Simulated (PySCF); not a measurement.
# C3H6N2Si: electronic excitations and core binding energies

What electronic excitations and core binding energies should C3H6N2Si (`C/C=N/[SiH2]C#N`) show?

Programs: PySCF 2.14.0, with density-fitted response routines of our own. Each step states its level of theory. These are calculated values for one molecule in the gas phase, unless marked as measured. Atoms are numbered from 0 throughout.

**1. The starting structure**

12 atoms, charge 0, multiplicity 1; geometry from: GFN2-xTB.

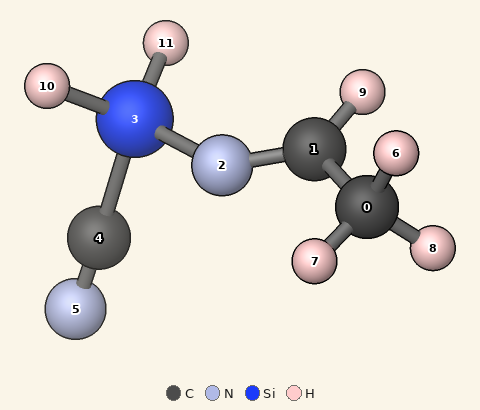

The starting geometry (carbon dark grey, nitrogen light blue, silicon blue, hydrogen pink), atoms numbered.

**2. Excited states and response: CAM-B3LYP/def2-SVPD**

What the job is given:

```
{"job": {"kind": "uv", "xc": "CAM-B3LYP", "basis": "def2-SVPD", "nstates": 8, "ntriplets": 3}, "charge": 0, "multiplicity": 1}
C     -2.248203     0.251074     0.068892
C     -0.948100    -0.342063    -0.339361
N      0.107263    -0.127382     0.297658
Si     1.752479    -0.581289     0.189024
C      2.605941     1.074256     0.035867
N      3.159180     2.071938    -0.061302
H     -2.972998    -0.541728     0.249818
H     -2.128062     0.853212     0.964652
H     -2.633547     0.870040    -0.740693
H     -0.989817    -0.976320    -1.236084
H      2.067609    -1.166048     1.488333
H      2.229454    -1.386377    -0.942832
```

Method: TDDFT CAM-B3LYP/def2-SVPD, vertical, gas phase, core orbitals frozen in the response.

Started as:

```
OMP_NUM_THREADS=1 python probes_run.py task.json out
```

One launch serves the whole session: the jobs run in the order shown.

**Question.** This job is followed by: delta-SCF UKS SCAN, pcX-2 on the ionised atom, pcseg-1 elsewhere, spin-free X2C. What will the session give for the following? lowest singlet (CAM-B3LYP/def2-SVPD); brightest single state of those computed; lowest triplet; C1s binding energies, SCAN/pcX-2 (standing for 2 of 3 atoms); N1s binding energies, SCAN/pcX-2; Si1s binding energies, SCAN/pcX-2; Si2p binding energies, SCAN/pcX-2.

The runs gave:

| quantity | value |
| --- | --- |
| lowest singlet (CAM-B3LYP/def2-SVPD) | 4.29 eV (289 nm), f = 0.000 |
| brightest single state of those computed | state 7, 7.56 eV, f = 0.091 |
| lowest triplet | 3.76 eV |
| C1s binding energies, SCAN/pcX-2 (standing for 2 of 3 atoms) | C4 291.52, C0 291.19 eV |
| N1s binding energies, SCAN/pcX-2 | N5 405.03, N2 404.47 eV |
| Si1s binding energies, SCAN/pcX-2 | Si3 1847.71 eV |
| Si2p binding energies, SCAN/pcX-2 | Si3 107.99 eV |

In words: The first singlet state (HOMO→LUMO 0.94) lies at 4.29 eV and is dark; of the 8 states computed, the strongest absorption comes from state 7 at 7.56 eV. The lowest triplet lies 0.53 eV below the lowest singlet (triplets in Tamm-Dancoff, singlets in full TDDFT). C4 (nitrile carbon) binds its C1s electron 0.33 eV more tightly than C0 (methyl carbon). Only 2 of the 3 C atoms are covered by sound results. The N1s levels kept as sound span 0.57 eV, from N2 (imine nitrogen) up to N5 (nitrile nitrogen).
